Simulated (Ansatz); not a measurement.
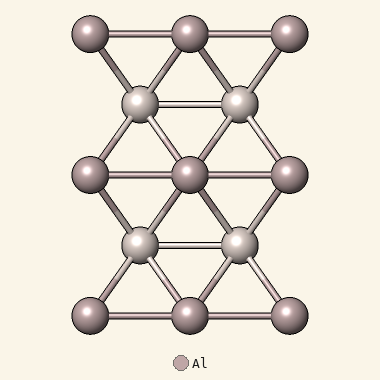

The system is Al on an Al(110) slab cut from the Fm-3m phase, its upper half relaxed before the scan (16 atoms of substrate and one adsorbate in a 2 × 2 cell); the picture shows it without the atoms that are moved over the map. Al is moved over the surface cell; relaxed at each place: the height of the adsorbate's atoms; substrate rigid; the origin of the map has the adsorbate above Al13. Places are given modulo a cell vector. The map is drawn in real space over the plane of the surface. The grid has 6 × 8 points; 20 points were computed and 28 follow by symmetry. Places are given in fractions of the 1 × 1 surface cell. Energies are in eV, from the lowest grid point. Computed with Ansatz, DFT LDA, scalar-relativistic, plane waves, PAW. Settings: cutoff 420 eV, k-mesh 5×4×1, gaussian smearing 0.1 eV, no spin polarisation.

Range: position of Al17 along the first surface vector from 0.000 to 0.833; position of Al17 along the second surface vector from 0.000 to 0.875.

### What will the energy surface look like?

The lowest grid point is at a fourfold hollow over a second-layer Al atom, (3/6, 4/8) of the cell vectors. No other kind of well shows on this grid. The highest grid point, the top site over a surface Al atom, (0/6, 0/8) of the cell vectors, lies 1.38 eV above the lowest. On the interpolated surface the easiest way out of the lowest well to its copy in the next cell or period passes a barrier of about 0.43 eV. At the lowest point the adsorbate has 1 Al at 2.67 Å as nearest neighbours, at the highest 1 Al at 2.60 Å. Its relaxed height above the top atom is 1.35 Å at the lowest and 2.60 Å at the highest point.

| second ↓, first → | 0/6 | 1/6 | 2/6 | 3/6 | 4/6 | 5/6 |
| --- | --- | --- | --- | --- | --- | --- |
| 7/8 | 1.34 | 1.26 | 1.04 | 0.86 | 1.04 | 1.26 |
| 6/8 | 1.20 | 1.10 | 0.86 | 0.66 | 0.86 | 1.10 |
| 5/8 | 0.84 | 0.74 | 0.47 | 0.27 | 0.47 | 0.74 |
| 4/8 | 0.43 | 0.34 | 0.12 | 0.00 | 0.12 | 0.34 |
| 3/8 | 0.84 | 0.74 | 0.47 | 0.27 | 0.47 | 0.74 |
| 2/8 | 1.20 | 1.10 | 0.86 | 0.66 | 0.86 | 1.10 |
| 1/8 | 1.34 | 1.26 | 1.04 | 0.86 | 1.04 | 1.26 |
| 0/8 | 1.38 | 1.30 | 1.09 | 0.92 | 1.09 | 1.30 |

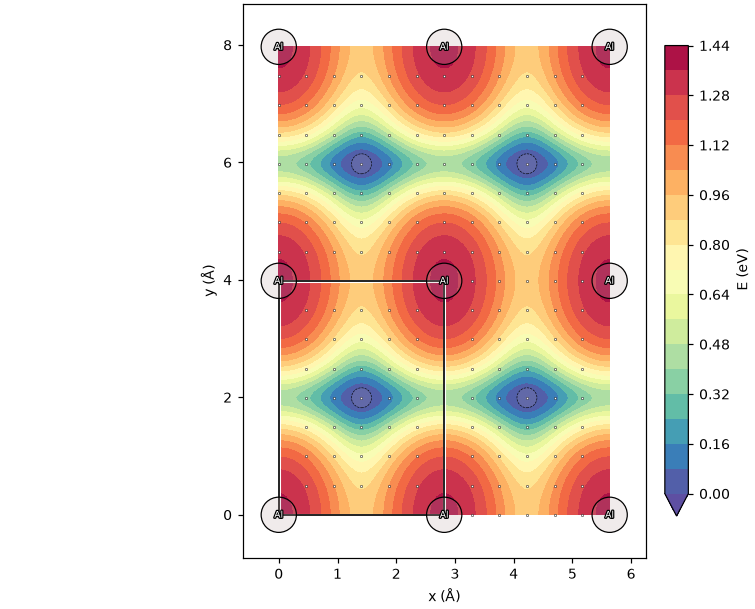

Drawn: filled contours, dots at the grid points, labelled circles for the atoms of the top layer and small ones for the second layer, the outline of one cell of the 2 × 2 shown. Between grid points the surface is interpolated.

Time for the 20 points that were run: 17 min on 2 threads of Arm Neoverse V1 (shared host).

PAW datasets: the set soft_1.
